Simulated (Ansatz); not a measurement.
Single-point calculation of SiNH2SCl2

- system: SiNH2SCl2, multiplicity 2, SMILES N[Si]([S])(Cl)Cl
- method: UKS B3LYP/cc-pVTZ-DK (Ansatz 0.2.0)

The geometry comes from this level: PBE0-D4/def2-TZVP. Figures and captions count atoms from 1; the log counts them from 0 in places.

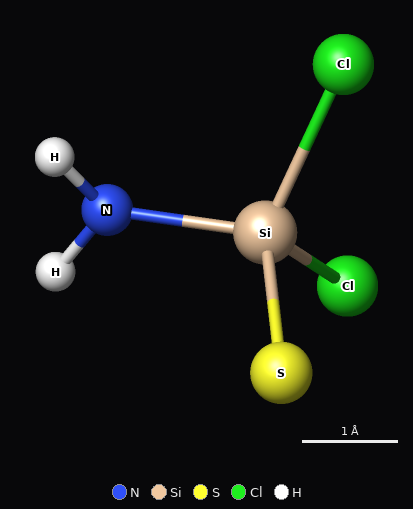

*The structure (ball-and-stick view, seen at a tilt).*

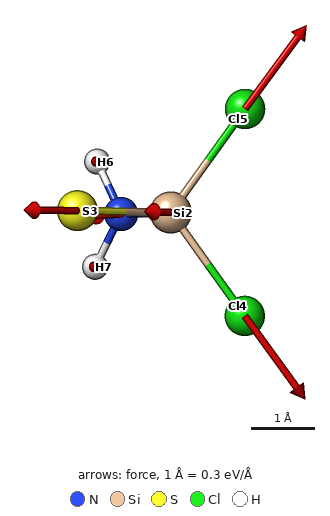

*Forces on the atoms as red arrows (ball-and-stick view, seen at a tilt; atoms are numbered from 1 in the order of the input).*

The largest act on Cl4, Cl5 (0.50 eV/Å); N1 (0.36 eV/Å); S3 (0.35 eV/Å); Si2 (0.20 eV/Å). The geometry is not a stationary point of this energy.

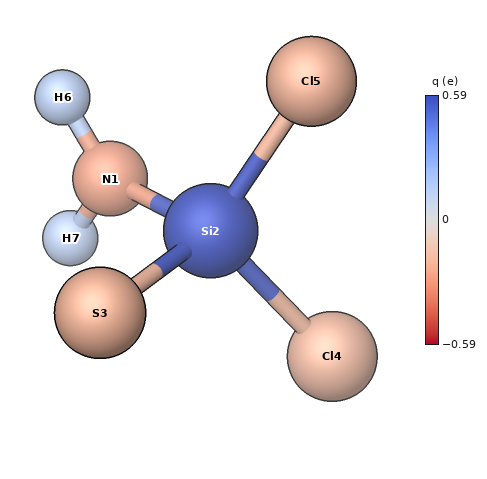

*Mulliken charges, as the colour of each atom (ball-and-stick view, seen at a tilt; atoms are numbered from 1 in the order of the input; Mulliken charges depend strongly on the basis).*

By element: N −0.29, Si +0.57, S −0.19, Cl −0.20 and H +0.16 e.

The input and output of the run follow.

Input:
```yaml
crystal:
  periodic: [false, false, false]
  atoms:
    - {symbol: N, position_ang: [-0.130849, 1.024164, 0.322038]}
    - {symbol: Si, position_ang: [0.062546, -0.559099, -0.261732]}
    - {symbol: S, position_ang: [0.665672, -1.722834, 1.363801]}
    - {symbol: Cl, position_ang: [-1.709602, -1.196382, -1.042108]}
    - {symbol: Cl, position_ang: [1.454431, -0.535401, -1.750953]}
    - {symbol: H, position_ang: [0.660268, 1.630381, 0.466152]}
    - {symbol: H, position_ang: [-0.941165, 1.291171, 0.857103]}
basis:
  gaussian: {orbitals: cc-pVTZ-DK}
magnetization: {spin_polarized: true, initial_magnetization: 1}
hamiltonian: {xc: {name: B3LYP}, pseudopotentials: {relativity: scalar}}
output: {forces: true}
```

Command:
```bash
ansatz run in.yaml --threads 4 --pin off --events-out ev --progress --plain --max-ram 10444MiB
```

The program's output:
```
Functional definition: B3LYP
  name "B3LYP"
  cite "Stephens, Devlin, Chabalowski & Frisch, J. Phys. Chem. 98, 11623 (1994) doi:10.1021/j100096a001"
  cite "Becke, Phys. Rev. A 38, 3098 (1988) doi:10.1103/PhysRevA.38.3098"
  cite "Lee, Yang & Parr, Phys. Rev. B 37, 785 (1988) doi:10.1103/PhysRevB.37.785"
  cite "Vosko, Wilk & Nusair, Can. J. Phys. 58, 1200 (1980) doi:10.1139/p80-159"
  parameter a0 = 0.2
  parameter ax = 0.72
  parameter ac = 0.81
  exchange = (1 - a0 - ax)*slater_x + ax*b88_x + a0*exact_x
  correlation = (1 - ac)*vwn_rpa_c + ac*lyp_c
1449 factors; their error is unknown
mean field evaluation 1: about -45405.1507 eV, gradient 4.5e1 eV
mean field evaluation 2: about -45381.1226 eV, gradient 7.5e1 eV
mean field evaluation 4: about -45412.3182 eV, gradient 6.3e0 eV
mean field evaluation 8: about -45412.5019 eV, gradient 1.5e-1 eV
mean field evaluation 16: about -45412.7742 eV, gradient 5.2e-1 eV
mean field evaluation 32: about -45412.9147 eV, gradient 1.4e0 eV
mean field -45412.93227238 eV, -1668.8944790190 hartree, gradient 2.9e-6 eV, S^2 0.754665; 2 other end points of the search recorded, 0 dependent functions left out
the calculation of the forces begins
reference -45412.93254262 eV, -1668.8944889500 hartree; 37, 36 occupied and 157, 158 virtual orbitals, 1449 factors
Total energy: -45412.93254262 eV, -1668.8944889500 hartree
Relativity: scalar
Atom 0 at    -0.130849     1.024164     0.322038 Å, force    -0.050766     0.342588     0.105173 eV/Å
Atom 1 at     0.062546    -0.559099    -0.261732 Å, force     0.059739    -0.120842     0.142537 eV/Å
Atom 2 at     0.665672    -1.722834     1.363801 Å, force     0.098696    -0.183873     0.281745 eV/Å
Atom 3 at    -1.709602    -1.196382    -1.042108 Å, force    -0.436713    -0.134617    -0.196432 eV/Å
Atom 4 at     1.454431    -0.535401    -1.750953 Å, force     0.333787     0.025245    -0.372595 eV/Å
Atom 5 at     0.660268     1.630381     0.466152 Å, force    -0.002227     0.035390     0.019179 eV/Å
Atom 6 at    -0.941165     1.291171     0.857103 Å, force    -0.002515     0.036109     0.020394 eV/Å
Dipole moment:    -0.045155     0.484156     0.240459 e Å
```

Summary:

- outcome: converged
- total energy: −45412.9325 eV
- ⟨S²⟩: 0.755
- SCF solution under orbital rotations: stable
- largest force (length of the vector): 0.501 eV/Å
- dipole moment: 2.61 D
- hardware: 4 threads of Arm Neoverse V2, 23 GiB of memory available, shared host
- wall time: 17 s (CPU time 65 s)
- peak memory: 1.2 GiB
